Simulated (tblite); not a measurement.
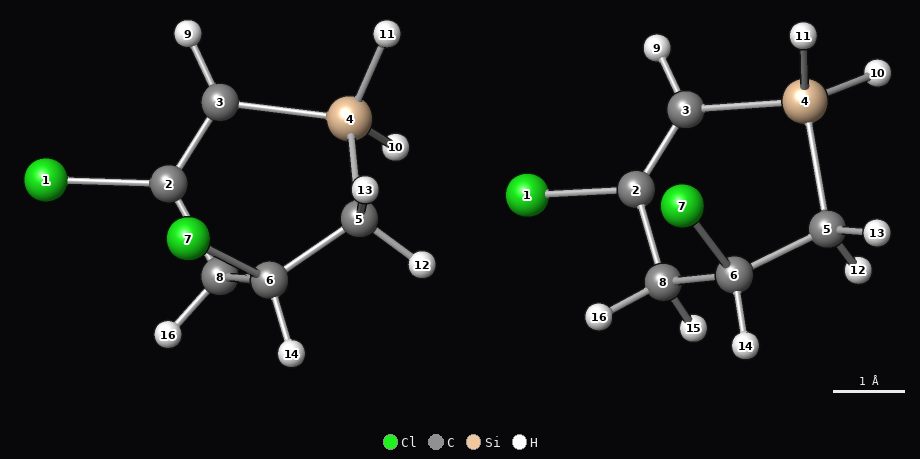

Two geometries of C₅H₈Cl₂Si, drawn at one scale. One is the start of a relaxation, the other its converged end. The picture is a ball-and-stick view, seen at a tilt.

The calculation used GFN2-xTB geometry optimisation, gas phase in tblite. 

### Which of the two is the end point?

The right one is the relaxed one. H10 moves most after the best rigid fit: 1.26 Å. By element the largest moves are H 1.26 Å, Cl 0.88 Å, Si 0.46 Å, C 0.39 Å. Some distances before and after: Si4–Cl7 3.756 → 3.195 Å, Si4–C8 2.878 → 3.245 Å, C2–C3 1.356 → 1.323 Å, Si4–H10 1.437 → 1.467 Å. Bond angles that change, for instance: Cl1–C2–C8 121.1° → 112.4°, C3–C2–C8 118.6° → 127.2°, C2–C3–Si4 115.0° → 121.9°. Groups turn about Si4–C5 by about 60°, C3–Si4 by about 40°, C5–C6 by about 40°. After 80 geometry steps the energy has fallen by 8.72 kcal/mol.
